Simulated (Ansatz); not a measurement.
## Electronic structure of CH₅B₂ (SMILES [BH3-]B=C) (charge −1) in real space

```yaml
atoms:
  - { symbol: C, position_ang: [-0.4078, -1.5059, -0.9771] }
  - { symbol: B, position_ang: [-0.1813, 1.2942, 0.2660] }
  - { symbol: B, position_ang: [-0.2550, -0.2375, -0.3567] }
  - { symbol: H, position_ang: [0.9035, 1.8640, 0.1080] }
  - { symbol: H, position_ang: [-1.0896, -1.6802, -1.8167] }
  - { symbol: H, position_ang: [-1.0174, 1.8268, -0.5013] }
  - { symbol: H, position_ang: [-0.5989, 1.4012, 1.4238] }
  - { symbol: H, position_ang: [0.1489, -2.3921, -0.6529] }
```

Geometry: B3LYP-D3(BJ)/def2-SVPD.

The calculation used isolated molecule in a Gaussian basis; Kohn-Sham density functional theory, functional PBE0 (Ansatz 0.2.0).

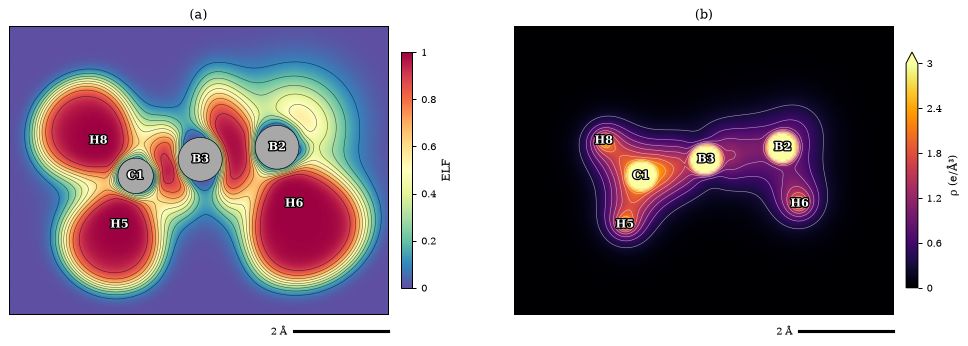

Figure 1. (a) ELF; (b) electron density on the plane of atoms B3, B2 and H6. Grey discs cover the atomic cores in the ELF map.

**What does the map show?**

The section cuts through C, B and H sites. C–B (1.42 Å): ρ at the midpoint is about 1.8 e/Å³; the ELF peaks at about 0.95 between the atoms; a covalent bond. B–B (1.66 Å): ρ is about 1.1 e/Å³ halfway; the ELF peaks at about 1 between the atoms, as expected for localised, covalent bonding. C–H (1.10 Å): ρ at the midpoint is about 1.9 e/Å³; the ELF climbs to about 1 towards the hydrogen, as it does in any bond to H; a covalent bond by its length. B–H (1.25 Å): ρ at the midpoint is about 0.97 e/Å³; the ELF climbs to about 1 towards the hydrogen: a covalent bond by its length.

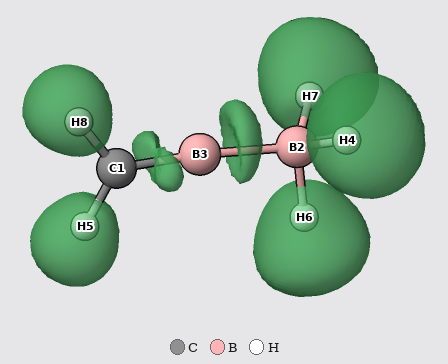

Figure 2. Isosurface of the electron localisation function at 0.9 (green), seen at a tilt. Only the valence region is drawn (cores and ρ < 0.01 e/Å³ removed).

**Describe the localisation domains.**

The surface consists of one region between bonded B–B atoms (shared pairs), one region between bonded B–C atoms (shared pairs) and five regions around hydrogen nuclei.
